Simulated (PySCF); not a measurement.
# C₆H₁₀ClFO: magnetic properties

Aim: compute the magnetic properties of C₆H₁₀ClFO (`CC[C@@H](C)[C@H](F)C(=O)Cl`).

Programs: PySCF 2.14.0, with routines of our own; each step states its level. All values are computed. Atoms count from 0.

## 1. The starting structure

19 atoms, charge 0, multiplicity 1; geometry from: GFN2-xTB.

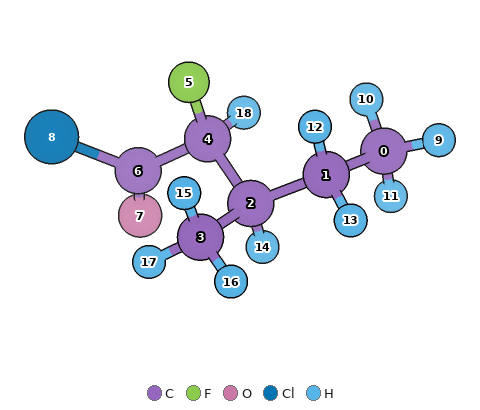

The starting geometry (carbon purple, fluorine green, oxygen pink, chlorine blue, hydrogen blue).

## 2. Magnetic properties: GIAO B3LYP/pcSseg-1

What the job is given:

```
{"job": {"kind": "mag", "xc": "B3LYP", "basis": "pcSseg-1", "isotopologues": 0}, "charge": 0, "multiplicity": 1}
C     -2.164654     0.891206    -0.461720
C     -1.308291    -0.362570    -0.595939
C     -0.014767    -0.311487     0.224272
C      0.689661    -1.667063     0.217561
C      0.941261     0.770123    -0.321101
F      1.317441     0.476169    -1.604300
C      2.132998     0.909991     0.596576
O      2.073893     1.271890     1.726790
Cl     3.657616     0.467369    -0.134023
H     -3.133739     0.730202    -0.927061
H     -1.701724     1.745114    -0.950024
H     -2.324514     1.134618     0.586593
H     -1.061161    -0.531488    -1.645457
H     -1.885689    -1.221088    -0.248157
H     -0.251454    -0.025905     1.254274
H      1.010581    -1.917775    -0.790675
H      0.014642    -2.442732     0.569072
H      1.562165    -1.652214     0.866585
H      0.435931     1.744890    -0.355562
```

With the program's defaults for keys left out, this is: GIAO B3LYP/pcSseg-1 magnetisability, rotational g tensor and spin-rotation constants, non-relativistic, gas phase.

Launch:

```bash
$ OMP_NUM_THREADS=1 python excited_run.py task.json out
```

This one command runs all jobs of the session in turn.

The program printed:

```text
coarse grid: 16512 points
cycle   1  E = -869.6049710660  dE =  1.124e+00  |g| = 1.033e+00  |ddm| = 3.799e+00
cycle   2  E = -868.8318285104  dE =  7.731e-01  |g| = 2.272e+00  |ddm| = 2.348e+00
cycle   3  E = -869.7892898579  dE = -9.575e-01  |g| = 3.216e-01  |ddm| = 1.835e+00
cycle   4  E = -869.8099516806  dE = -2.066e-02  |g| = 1.201e-01  |ddm| = 3.917e-01
cycle   5  E = -869.8123495980  dE = -2.398e-03  |g| = 3.442e-02  |ddm| = 1.109e-01
cycle   6  E = -869.8125838479  dE = -2.342e-04  |g| = 9.237e-03  |ddm| = 3.389e-02
cycle   7  E = -869.8126019903  dE = -1.814e-05  |g| = 2.371e-03  |ddm| = 9.819e-03
cycle   8  E = -869.8126030850  dE = -1.095e-06  |g| = 5.548e-04  |ddm| = 2.498e-03
final grid: 155528 points
cycle   9  E = -869.8942882147  dE = -5.091e-05  |g| = 8.269e-03  |ddm| = 3.070e-02
cycle  10  E = -869.8942655984  dE =  2.262e-05  |g| = 1.375e-02  |ddm| = 1.515e-02
cycle  11  E = -869.8943015358  dE = -3.594e-05  |g| = 2.554e-03  |ddm| = 1.017e-02
cycle  12  E = -869.8943027803  dE = -1.245e-06  |g| = 4.127e-04  |ddm| = 2.006e-03
cycle  13  E = -869.8943028043  dE = -2.400e-08  |g| = 1.944e-04  |ddm| = 5.124e-04
cycle  14  E = -869.8943028114  dE = -7.040e-09  |g| = 2.602e-05  |ddm| = 1.706e-04
cycle  15  E = -869.8943028115  dE = -1.316e-10  |g| = 9.284e-06  |ddm| = 3.163e-05
converged SCF energy = -869.8943028115

Magnetisability tensor (1e-30 J/T^2)
    -1507.06       39.03       32.52
       39.03    -1594.26       48.96
       32.52       48.96    -1414.57
isotropic -1505.30   principal values   -1615.56  -1512.89  -1387.44
isotropic susceptibility -90.651 1e-6 cm^3/mol

Inertial axes            a          b          c
rot. const./GHz      2.3755     0.7939     0.7701
chi total           -89.557    -86.965    -95.431
chi diamagnetic    -626.989  -1612.856  -1635.966
chi paramagnetic    537.433   1525.891   1540.535
quadrupole/D A        1.972     -6.097      4.125
g nuclear            0.5741     0.5613     0.5507
g electronic        -0.5998    -0.5691    -0.5574
g total             -0.0257    -0.0078    -0.0067

Spin-rotation constants (kHz, H = +C I.J)
atom  isotope        aa         bb         cc
  5    19F        0.464      0.457      0.501
  8   35Cl        0.675      0.427      0.310
  9     1H        0.041     -0.084     -0.086
 10     1H       -0.181     -0.096     -0.004
 11     1H       -0.260      0.002     -0.078
 12     1H       -0.250      0.006     -0.072
 13     1H       -0.143     -0.093     -0.016
 14     1H       -0.245      0.008     -0.079
 15     1H       -0.270      0.014     -0.078
 16     1H       -0.139     -0.095     -0.024
 17     1H       -0.038     -0.081     -0.067
 18     1H       -0.149     -0.062     -0.002
  0    13C*       0.361      0.103      0.114
  1    13C*       0.377      0.143      0.129
  2    13C*       0.473      0.147      0.158
  3    13C*       0.323      0.127      0.115
  4    13C*       0.704      0.180      0.211
  6    13C*       1.286      0.304      0.243
  7    17O*      -1.440     -0.653     -0.126
* in the singly substituted isotopologue
```

Wall time 39 s (1 thread of Intel Xeon 6975P-C, shared host); peak memory 0.95 GiB.

Key values:

```tsv
quantity	value
magnetisability	-1505·10⁻³⁰ J/T²
molar susceptibility	-90.7·10⁻⁶ cm³/mol
rotational g (a, b, c)	-0.0257, -0.0078, -0.0067
```

## 3. Magnetic properties: GIAO OPBE/3-21G in benzene

Settings changed since step 2:

```diff
@@ -1,2 +1,2 @@
-{"job": {"kind": "mag", "xc": "B3LYP", "basis": "pcSseg-1", "isotopologues": 0}, "charge": 0, "multiplicity": 1}
+{"job": {"kind": "mag", "xc": "OPBE", "basis": "3-21G", "solvent": "benzene"}, "charge": 0, "multiplicity": 1}
 C     -2.164654     0.891206    -0.461720
```

Level: GIAO OPBE/3-21G magnetisability, non-relativistic, IEF-PCM benzene.

The program printed:

```text
coarse grid: 16512 points
cycle   1  E = -864.9869168967  dE =  5.311e-01  |g| = 9.468e-01  |ddm| = 4.272e+00
cycle   2  E = -863.8557829756  dE =  1.131e+00  |g| = 2.511e+00  |ddm| = 3.570e+00
cycle   3  E = -865.1274928469  dE = -1.272e+00  |g| = 4.484e-01  |ddm| = 2.812e+00
cycle   4  E = -865.1759875994  dE = -4.849e-02  |g| = 1.193e-01  |ddm| = 6.757e-01
cycle   5  E = -865.1785189237  dE = -2.531e-03  |g| = 4.842e-02  |ddm| = 1.856e-01
cycle   6  E = -865.1790319870  dE = -5.131e-04  |g| = 1.203e-02  |ddm| = 6.719e-02
cycle   7  E = -865.1790648079  dE = -3.282e-05  |g| = 3.321e-03  |ddm| = 1.430e-02
cycle   8  E = -865.1790672472  dE = -2.439e-06  |g| = 9.555e-04  |ddm| = 4.524e-03
final grid: 155528 points
cycle   9  E = -865.2536957651  dE = -6.409e-05  |g| = 3.237e-02  |ddm| = 6.002e-02
cycle  10  E = -865.2522910366  dE =  1.405e-03  |g| = 8.854e-02  |ddm| = 1.139e-01
cycle  11  E = -865.2539029124  dE = -1.612e-03  |g| = 9.249e-03  |ddm| = 8.670e-02
cycle  12  E = -865.2539222140  dE = -1.930e-05  |g| = 1.192e-03  |ddm| = 1.006e-02
cycle  13  E = -865.2539224483  dE = -2.343e-07  |g| = 3.877e-04  |ddm| = 1.625e-03
cycle  14  E = -865.2539224790  dE = -3.062e-08  |g| = 1.106e-04  |ddm| = 5.590e-04
cycle  15  E = -865.2539224818  dE = -2.821e-09  |g| = 2.411e-05  |ddm| = 1.715e-04
cycle  16  E = -865.2539224819  dE = -1.189e-10  |g| = 1.032e-05  |ddm| = 3.669e-05
converged SCF energy = -865.2539224819

Magnetisability tensor (1e-30 J/T^2)
    -1557.93       38.53       16.55
       38.53    -1623.89       49.81
       16.55       49.81    -1432.23
isotropic -1538.02   principal values   -1648.80  -1549.83  -1415.42
isotropic susceptibility -92.622 1e-6 cm^3/mol

Inertial axes            a          b          c
rot. const./GHz      2.3755     0.7939     0.7701
chi total           -92.826    -87.971    -97.068
chi diamagnetic    -623.386  -1611.045  -1633.892
chi paramagnetic    530.560   1523.074   1536.824
quadrupole/D A        0.093     -4.934      4.842
```

It took 13 s on 1 thread of Intel Xeon 6975P-C, shared host; peak memory 0.54 GiB.

In short:

```tsv
quantity	value
magnetisability	-1538·10⁻³⁰ J/T²
molar susceptibility	-92.6·10⁻⁶ cm³/mol
```

## 4. What came out

| quantity | value |
| --- | --- |
| magnetisability (step 2, GIAO B3LYP/pcSseg-1) | -1505·10⁻³⁰ J/T² |
| molar susceptibility (step 2, GIAO B3LYP/pcSseg-1) | -90.7·10⁻⁶ cm³/mol |
| rotational g (a, b, c) (step 2, GIAO B3LYP/pcSseg-1) | -0.0257, -0.0078, -0.0067 |

**Reading.** The values above hold for this geometry and these levels alone. Vibrational averaging and real surroundings are missing from these values.
